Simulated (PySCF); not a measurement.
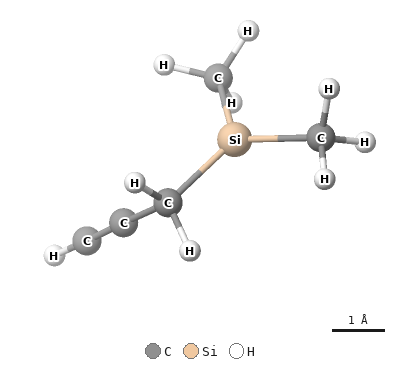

This is the input geometry for a relaxation of C$_{5}$H$_{9}$Si (charge +1). A ball-and-stick model, seen from a free direction.

The start comes from GFN2-xTB. Its atoms were then displaced at random by about 0.01 Å.

All numbers below come from PBE0-D3(BJ)/def2-SVP geometry optimisation, gas phase (PySCF).

```xyz
15

C     3.0540    0.8748    0.1565
C     2.1917    0.0836   -0.1173
C     1.1692   -0.9157   -0.4388
Si   -0.5336   -0.1977   -0.3300
C    -0.8347    1.6234   -0.6656
C    -1.9902   -1.3417    0.1258
H     3.8006    1.5881    0.3821
H     1.3276   -1.7535    0.2515
H     1.3892   -1.2900   -1.4181
H    -1.8420    1.8385   -1.0049
H    -0.1322    2.0090   -1.3830
H    -0.6786    2.2149    0.2608
H    -2.5649   -0.9582    0.9803
H    -2.7182   -1.4264   -0.6827
H    -1.6533   -2.3662    0.3706
```

Predict the outcome.

The energy falls by 0.246 eV in 14 geometry steps. The largest move after the best rigid fit is that of H7, 0.66 Å. Largest moves by element: H 0.66 Å, C 0.40 Å, Si 0.08 Å. Near-neighbour distances that change, for instance: Si4–C6 1.907 → 1.829 Å, Si4–C5 1.876 → 1.823 Å, C3–H9 1.071 → 1.111 Å, C1–H7 1.057 → 1.077 Å. Among the angles between lasting bonds that change: Si4–C3–H8 113.1° → 106.9°, C2–C3–H8 106.4° → 112.3°, Si4–C3–H9 112.2° → 107.0°. Groups turn about C3–Si4 by about 25°. Cost: 4 min on 1 thread of Intel(R) Xeon(R) Processor @ 2.50GHz (shared host).

Step by step:

```csv
step,"E − E(0), eV"
0,0.0000
1,-0.1943
2,-0.2237
3,-0.2294
4,-0.2312
5,-0.2322
6,-0.2329
7,-0.2340
8,-0.2355
9,-0.2381
10,-0.2426
11,-0.2442
12,-0.2449
13,-0.2452
14,-0.2455
```

Final geometry:

```xyz
15

C     3.0294    0.9884   -0.2308
C     2.1932    0.1155   -0.1922
C     1.1617   -0.8997   -0.1455
Si   -0.5577   -0.2194   -0.2563
C    -0.7849    1.5777   -0.4622
C    -1.9841   -1.3548   -0.1134
H     3.7911    1.7495   -0.2611
H     1.2101   -1.5070    0.7827
H     1.2681   -1.6470   -0.9605
H    -1.7884    1.8520   -0.8171
H    -0.0022    1.9882   -1.1215
H    -0.6246    2.0477    0.5285
H    -2.6303   -1.0275    0.7216
H    -2.6046   -1.2779   -1.0251
H    -1.6923   -2.4031    0.0402
```

The end point in the same view:

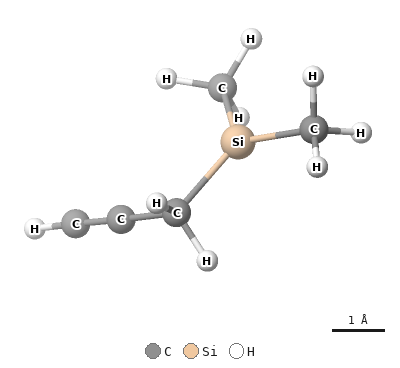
